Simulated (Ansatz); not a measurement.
# WH₄Cl₂O: geometry relaxation (part 2 of 2)

Continued. System: WH₄Cl₂O. Method: RKS B3LYP-D4/def2-SVP (Ansatz 0.2.0). The input holds or restrains some coordinates. Forces given for the steps count only the free coordinates. It belongs to a series of runs on one base structure; here: pulled along the bonds that form and break, towards end B.

Geometry of the input (Å):
```
W  0.0000  0.0000  0.0000
Cl 1.1194  0.0000  2.3356
H  1.8219  0.0000  0.6057
Cl 0.0000  2.3900  0.0000
H  -1.7200  0.0000  0.0000
H  0.0000  -1.7200  0.0000
O  0.0000  0.0000  -1.9400
H  0.5278  0.7924  -2.2771
```

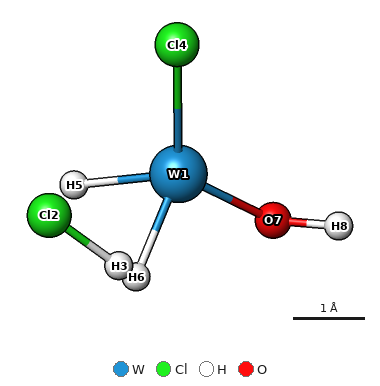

Figure 1. The geometry at step 10 of the log (ball-and-stick view, seen at a tilt; atoms are numbered from 1 in the order of the input).

Trajectory as extended XYZ (Å, eV, eV/Å), 18 frames, from step=1 to step=18
```
8
Properties=species:S:1:pos:R:3:forces:R:3 step=1 energy=-28973.36301
W     0.0000    0.0000    0.0000    1.4640   4.0201  -3.2633
Cl    1.1194    0.0000    2.3356   -1.0162   0.4642  -0.4750
H     1.8219    0.0000    0.6057   -0.4573  -2.0709  -0.3649
Cl    0.0000    2.3900    0.0000    0.0470  -0.3671   0.2298
H    -1.7200    0.0000    0.0000   -0.4261  -1.9078   1.1624
H     0.0000   -1.7200    0.0000   -0.0313  -0.0863   0.1758
O     0.0000    0.0000   -1.9400    1.3935   1.1476   2.4231
H     0.5278    0.7924   -2.2771   -0.9736  -1.1999   0.1122
8
Properties=species:S:1:pos:R:3:forces:R:3 step=2 energy=-28973.36454
W    -0.1386    0.0195   -0.1358    3.1299   2.3927  -0.7952
Cl    1.1898    0.0025    2.3726   -0.1116   0.2945  -1.4587
H     1.8984   -0.0109    0.7029   -1.2177  -1.0641   0.8704
Cl   -0.0004    2.3891    0.0006    0.1763  -0.2379   0.5205
H    -1.7281   -0.0100    0.0054   -1.9281  -1.5295   0.8140
H    -0.0008   -1.7196    0.0003   -0.1024   0.3343   0.4825
O     0.0044    0.0031   -1.9445    0.7041   0.6961  -0.3138
H     0.5245    0.7888   -2.2771   -0.6504  -0.8860  -0.1196
8
Properties=species:S:1:pos:R:3:forces:R:3 step=3 energy=-28972.99354
W    -0.2666    0.0336   -0.2822    4.3909   2.0347   4.4392
Cl    1.2916    0.0001    2.3921    0.8228   0.1033  -2.3975
H     1.9503   -0.0149    0.8425   -1.5943  -0.4169   2.2376
Cl    0.0019    2.3875    0.0068    0.1555  -0.6601   0.5177
H    -1.7539   -0.0194    0.0089   -3.9156  -1.3974   0.7334
H    -0.0019   -1.7139    0.0065   -0.2952   0.8735   0.2749
O     0.0055    0.0044   -1.9696    0.5899  -0.1182  -5.3666
H     0.5222    0.7849   -2.2808   -0.1540  -0.4189  -0.4387
8
Properties=species:S:1:pos:R:3:forces:R:3 step=4 energy=-28973.60629
W    -0.3669    0.0650   -0.4001    2.8642   2.0841   5.9041
Cl    1.4367   -0.0050    2.4098    1.1333   0.0066  -2.6048
H     1.9854   -0.0166    1.0342   -1.3063  -0.1327   2.8047
Cl    0.0049    2.3706    0.0169    0.1216  -1.0363   0.3684
H    -1.8338   -0.0433    0.0182   -3.5653  -1.3786   0.7668
H    -0.0107   -1.6883    0.0079   -0.3142   1.3161  -0.0445
O     0.0061   -0.0031   -2.0578    0.6513  -0.8847  -6.5406
H     0.5274    0.7831   -2.3049    0.4154   0.0256  -0.6541
8
Properties=species:S:1:pos:R:3:forces:R:3 step=5 energy=-28975.05236
W    -0.4295    0.2004   -0.4684   -0.3508  -1.1645   1.5150
Cl    1.5966   -0.0177    2.4634    0.0882   0.0138  -0.0531
H     1.9853   -0.0328    1.2192   -0.1348  -0.0827   0.2088
Cl    0.0264    2.3062    0.0618    0.3712   0.9480   0.7777
H    -1.9604   -0.1812    0.0596   -0.3621  -0.5607   0.2127
H    -0.0371   -1.5192   -0.0177   -0.1683   1.2880   0.1170
O    -0.0028   -0.0279   -2.1835    0.3142  -0.1689  -2.1948
H     0.5705    0.7347   -2.4100    0.2424  -0.2730  -0.5834
8
Properties=species:S:1:pos:R:3:forces:R:3 step=6 energy=-28975.45797
W    -0.4227    0.2106   -0.4941   -0.5337   0.8246   0.2940
Cl    1.5801   -0.0196    2.4847    0.3181  -0.0491  -0.8492
H     1.9455   -0.0706    1.1999   -0.3806  -0.0278   0.9793
Cl    0.0708    2.3451    0.1730   -0.0118  -0.4189   0.2908
H    -1.9422   -0.3186    0.0725    0.3247  -0.1666  -0.0292
H    -0.0388   -1.3452    0.0693    0.1245   0.1503   0.1951
O    -0.0611   -0.0092   -2.2670    0.4181   0.2695  -0.5406
H     0.6175    0.6699   -2.5141   -0.2593  -0.5819  -0.3401
8
Properties=species:S:1:pos:R:3:forces:R:3 step=7 energy=-28975.66192
W    -0.4503    0.3239   -0.5347   -0.0812  -0.2740   0.2053
Cl    1.5210   -0.0470    2.4728    0.3584  -0.0900  -0.7550
H     1.8868   -0.1387    1.1935   -0.3788   0.0296   0.9242
Cl    0.0819    2.3815    0.2932   -0.1842  -0.2935   0.0651
H    -1.8516   -0.4213    0.1026    0.2959   0.2094  -0.1096
H     0.0302   -1.1751    0.1347   -0.0067   0.4419  -0.1175
O    -0.0944   -0.0325   -2.3036    0.5550   0.7120  -0.0985
H     0.6254    0.5716   -2.6342   -0.5584  -0.7354  -0.1140
8
Properties=species:S:1:pos:R:3:forces:R:3 step=8 energy=-28975.73686
W    -0.4096    0.3583   -0.5446    0.0239   0.1899  -0.2693
Cl    1.4670   -0.0063    2.5131    0.4883  -0.2890  -1.0303
H     1.8393   -0.2290    1.2357   -0.4722   0.2013   1.2317
Cl    0.0560    2.3702    0.4249   -0.1853  -0.2858  -0.1028
H    -1.7817   -0.4025    0.0861    0.1490   0.0680   0.0535
H     0.1746   -1.0757    0.1345   -0.0485   0.1218  -0.1331
O    -0.2028    0.0062   -2.3497    1.3491   0.8025  -0.1440
H     0.6063    0.4413   -2.7758   -1.3042  -0.8087   0.3943
8
Properties=species:S:1:pos:R:3:forces:R:3 step=9 energy=-28975.82970
W    -0.3668    0.4152   -0.5627   -0.1276  -0.0672  -0.1756
Cl    1.4096   -0.0549    2.5496    0.3726  -0.2043  -0.7042
H     1.7934   -0.2821    1.2935   -0.3626   0.1480   0.8663
Cl    0.0091    2.4187    0.4487   -0.0757  -0.2059  -0.0937
H    -1.6702   -0.3914    0.1448    0.0952   0.1019  -0.0061
H     0.2573   -1.0142    0.0865    0.0205   0.1535  -0.0988
O    -0.2380    0.0136   -2.3629    1.1664   0.6261  -0.2267
H     0.5546    0.3574   -2.8734   -1.0888  -0.5521   0.4389
8
Properties=species:S:1:pos:R:3:forces:R:3 step=10 energy=-28975.86867
W    -0.3306    0.4385   -0.5677   -0.1006   0.0301  -0.0820
Cl    1.3810    0.0227    2.5774    0.3982  -0.5200  -0.9907
H     1.6972   -0.4409    1.3510   -0.3924   0.4522   1.1340
Cl   -0.0120    2.4350    0.4647   -0.0454  -0.0935  -0.0865
H    -1.5976   -0.3827    0.1782    0.0435   0.0318  -0.0041
H     0.3815   -0.9667    0.0361    0.0378   0.0654  -0.0053
O    -0.2474    0.0238   -2.3603    0.6455   0.3265  -0.2015
H     0.4769    0.3328   -2.9551   -0.5867  -0.2925   0.2361
8
Properties=species:S:1:pos:R:3:forces:R:3 step=11 energy=-28975.92054
W    -0.2893    0.4780   -0.5772   -0.0429  -0.1581  -0.0516
Cl    1.2958   -0.0597    2.6125    0.3517  -0.3576  -0.7238
H     1.6305   -0.5122    1.3987   -0.3440   0.3518   0.9036
Cl   -0.0326    2.4866    0.4319    0.0031   0.0209   0.0074
H    -1.5085   -0.3668    0.2194    0.0501   0.0061  -0.0095
H     0.5461   -0.8627    0.0377   -0.0720   0.1106  -0.1250
O    -0.2616    0.0051   -2.3542    0.3944   0.2034  -0.1330
H     0.3687    0.2941   -3.0446   -0.3403  -0.1770   0.1320
8
Properties=species:S:1:pos:R:3:forces:R:3 step=12 energy=-28975.92254
W    -0.2503    0.4975   -0.5757   -0.0065  -0.2798  -0.1497
Cl    1.2835    0.0087    2.6404    0.2960  -0.7233  -1.0762
H     1.5044   -0.6435    1.4696   -0.3160   0.7106   1.1754
Cl   -0.0289    2.5153    0.4208    0.0075   0.0543   0.0240
H    -1.4231   -0.3903    0.2426    0.0249   0.0299  -0.0036
H     0.6459   -0.8323   -0.0181   -0.0080   0.1260   0.0175
O    -0.2541    0.0027   -2.3436    0.3279   0.2855  -0.2511
H     0.2717    0.3043   -3.1119   -0.3258  -0.2032   0.2636
8
Properties=species:S:1:pos:R:3:forces:R:3 step=13 energy=-28975.96814
W    -0.1796    0.4969   -0.5945   -0.0524  -0.1959  -0.1735
Cl    1.1890   -0.0019    2.6981    0.1871  -0.5107  -0.6550
H     1.3921   -0.6856    1.5688   -0.1934   0.4847   0.7349
Cl    0.0155    2.5222    0.3958    0.0199   0.0100  -0.0010
H    -1.3047   -0.4092    0.2715    0.0368   0.0231  -0.0387
H     0.7981   -0.7811   -0.0542    0.0016   0.1131   0.0318
O    -0.2677   -0.0121   -2.3568    0.4287   0.4779  -0.6697
H     0.1065    0.3332   -3.2045   -0.4283  -0.4020   0.7711
8
Properties=species:S:1:pos:R:3:forces:R:3 step=14 energy=-28975.98409
W    -0.1348    0.5087   -0.6122    0.0147  -0.0745  -0.0061
Cl    1.1409   -0.0226    2.7034    0.1453  -0.5885  -0.5989
H     1.2691   -0.7647    1.5939   -0.1471   0.6074   0.7872
Cl    0.0556    2.5411    0.3669   -0.0219  -0.0367  -0.0451
H    -1.2161   -0.4367    0.2635    0.0094   0.0316  -0.0186
H     0.9261   -0.6654   -0.0040   -0.0330   0.0193  -0.1872
O    -0.2716   -0.0317   -2.3615    0.1450   0.1959  -0.0106
H    -0.0202    0.3336   -3.2258   -0.1126  -0.1545   0.0793
8
Properties=species:S:1:pos:R:3:forces:R:3 step=15 energy=-28975.99349
W    -0.0617    0.5233   -0.6177    0.0062  -0.3032  -0.3273
Cl    0.9981   -0.0594    2.7778    0.2209  -0.6397  -0.8179
H     1.2125   -0.7860    1.6675   -0.2345   0.6419   0.8713
Cl    0.0960    2.5653    0.3411    0.0246   0.0313   0.0560
H    -1.1187   -0.4358    0.2715    0.0358   0.0163   0.0186
H     1.0861   -0.6234   -0.1062   -0.0671   0.1345   0.0407
O    -0.2726   -0.0482   -2.3509    0.1214   0.5341  -0.5976
H    -0.1906    0.3266   -3.2588   -0.1073  -0.4151   0.7562
8
Properties=species:S:1:pos:R:3:forces:R:3 step=16 energy=-28976.02428
W    -0.0269    0.5604   -0.6359   -0.0279  -0.0053   0.1116
Cl    0.9616   -0.0723    2.7638    0.0982  -0.6783  -0.6929
H     1.0284   -0.8607    1.6831   -0.0819   0.6790   0.8052
Cl    0.1215    2.5835    0.3671    0.0031   0.0206  -0.0135
H    -0.9635   -0.4667    0.3133   -0.0179   0.0265  -0.0739
H     1.1897   -0.4947   -0.1425    0.0616  -0.0067  -0.0083
O    -0.2850   -0.0222   -2.3450    0.0030   0.0632  -0.2782
H    -0.2766    0.2350   -3.2797   -0.0382  -0.0989   0.1501
8
Properties=species:S:1:pos:R:3:forces:R:3 step=17 energy=-28976.02015 accepted=F
W     0.0082    0.5580   -0.6202    0.0104   0.2965  -0.3259
Cl    0.9200   -0.1058    2.7913    0.1270  -0.5895  -0.6552
H     1.0466   -0.8692    1.7015   -0.1318   0.6054   0.7250
Cl    0.1270    2.5934    0.3522    0.0170   0.0493   0.1373
H    -0.9880   -0.4571    0.2752    0.0263  -0.0953  -0.0136
H     1.2562   -0.4702   -0.1289   -0.0422  -0.0643   0.0060
O    -0.2529    0.0442   -2.3485   -0.0135  -0.2480   0.0551
H    -0.3679    0.1691   -3.2984    0.0069   0.0459   0.0712
8
Properties=species:S:1:pos:R:3:forces:R:3 step=18 energy=-28976.03301
W    -0.0109    0.5752   -0.6288   -0.0160  -0.0897  -0.1292
Cl    0.9483   -0.0903    2.7723    0.0989  -0.6271  -0.6601
H     1.0291   -0.8649    1.6855   -0.0912   0.6332   0.7571
Cl    0.1254    2.5980    0.3756    0.0077   0.0338   0.0364
H    -0.9713   -0.4625    0.2822   -0.0005   0.0256  -0.0120
H     1.2147   -0.4792   -0.1425    0.0105   0.0264   0.0063
O    -0.2729   -0.0079   -2.3377    0.0131   0.0371  -0.0764
H    -0.3133    0.1941   -3.2824   -0.0224  -0.0392   0.0779
```

Key numbers

| quantity | value |
| --- | --- |
| outcome | converged under the restraints of the input |
| total energy | −28976.0333 eV |
| mean-field energy | −28975.7053 eV |
| largest force (length of the vector) at the end, held atoms and coordinates included | 0.991 eV/Å |
| hardware | 2 threads of Intel Xeon @ 2.50GHz (Skylake/Cascade Lake), 32 GiB of memory available, shared host |
| wall time | 2.1 min (CPU time 4 min) |
| peak memory | 0.25 GiB |
